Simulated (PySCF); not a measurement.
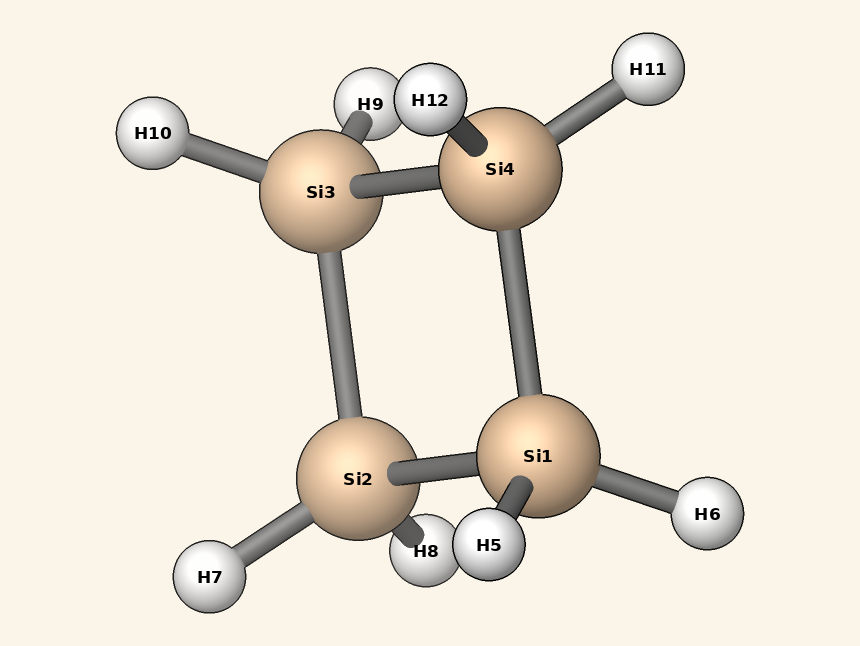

Computed geometry: GFN2-xTB optimisation. No frequency run is at hand to confirm it as a minimum. Level of theory: delta-SCF UKS SCAN, pcX-2 on the ionised atom, pcseg-1 elsewhere, spin-free X2C (PySCF 2.14.0).

Give the core-electron binding energies (to vacuum; p and d levels without spin–orbit splitting) of Si1 1s, Si1 2p.

```
atom  level  binding energy (eV)
 Si1     1s               1845.7
 Si1     2p                106.3
```

The geometry is semi-empirical. Around Si such bond lengths and angles can be off by a tenth of an ångström or more and by several degrees, and values that hang on the shape move with them.
